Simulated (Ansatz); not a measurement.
## Electronic structure of CHFGe (SMILES F[CH]=[Ge]) in real space

Input

```
crystal:
  periodic: [false, false, false]
  atoms:
    - symbol: C
      position_ang: [0.160936, 0.149811, 0.089333]
    - symbol: F
      position_ang: [1.037496, 0.609020, -0.805375]
    - symbol: Ge
      position_ang: [-0.726405, 0.979987, 1.452831]
    - symbol: H
      position_ang: [-0.043368, -0.930377, -0.046138]
basis:
  gaussian: {orbitals: def2-TZVPD}
output: {forces: true, orbitals: {seedname: orbitals}}
hamiltonian: {xc: {name: PBE0}}
```

Launched as:

```sh
ansatz run input.yaml --threads 1 --pin off --max-ram 2610MiB --events-out events.jsonl --progress --plain --runs-dir runs
```

Geometry: PBE0-D3(BJ)/def2-SVP.

Theory: Ansatz, isolated molecule in a Gaussian basis; Kohn-Sham density functional theory, functional PBE0.

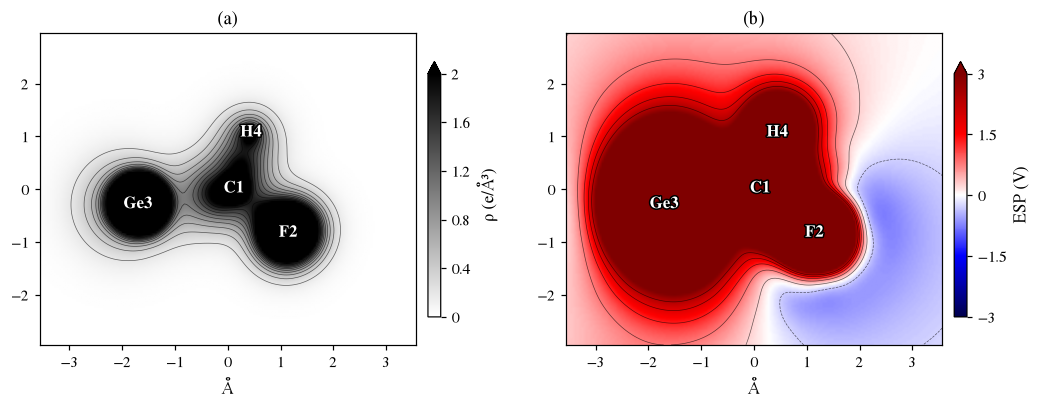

Figure 1. (a) electron density; (b) molecular electrostatic potential on the molecular plane.

> What does the map show?

- The section cuts through C, F, Ge and H sites.
- C–F (1.33 Å): ρ is about 2.3 e/Å³ halfway.
- C–Ge (1.83 Å): the density is about 1 e/Å³ at the midpoint.
- C–H (1.11 Å): the density is about 2 e/Å³ at the midpoint.
- Outside the dense part of the molecule the potential is most negative (−0.8 V) near F2.

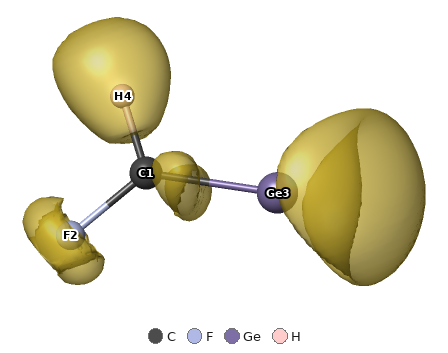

Figure 2. Isosurface of the ELF at 0.85 (yellow), seen across its widest extent. Core shells and regions of very low density are left out.

> Identify the bonds, lone pairs and shells in this picture.

At this value the surface marks out one region around a hydrogen nucleus, one lobe of the valence shell of C pointing towards Ge (polar bonds), one lobe on Ge, pointing away from the bonds (lone pairs) and one region wrapped around F (its valence shell). Along the contacts the grid gives the following. C–F (1.33 Å): the ELF peaks at about 0.85 between the atoms; a shared but strongly polarised pair. C–Ge (1.83 Å): the ELF peaks at about 0.90 in the valence shell of C, 0.7 Å from its nucleus, and is about 0.50 at the midpoint.

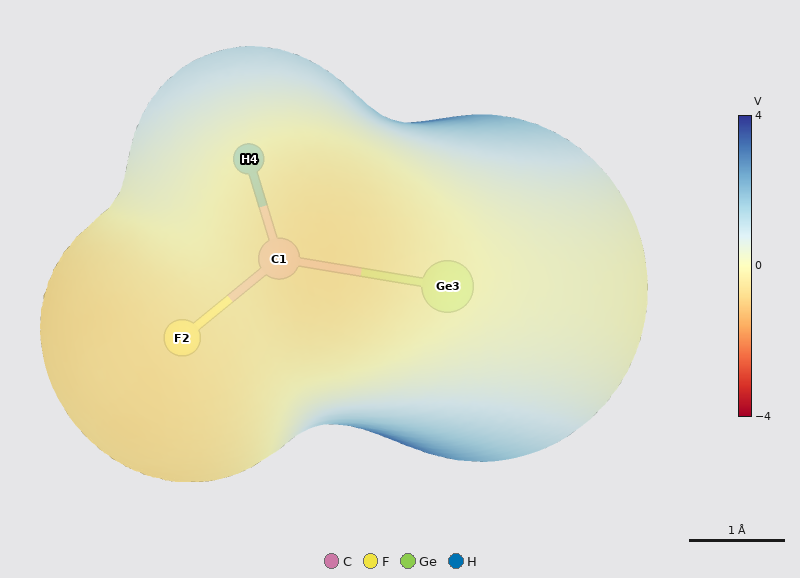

Figure 3. The molecular electrostatic potential painted on the density surface at 0.002 e/bohr³, seen across its widest extent; the colour scale runs from red (negative) to blue (positive).

> Which sites attract a positive test charge, and which a negative one?

A positive charge is drawn to the negative regions and a negative charge to the positive ones. The most negative region (about −0.7 V, or −16 kcal/mol for a unit charge) lies over F2, the most positive (about +3.0 V, or +69 kcal/mol for a unit charge) over Ge3.

> How polar is the molecule by this calculation?

Its dipole moment is 1.24 D.
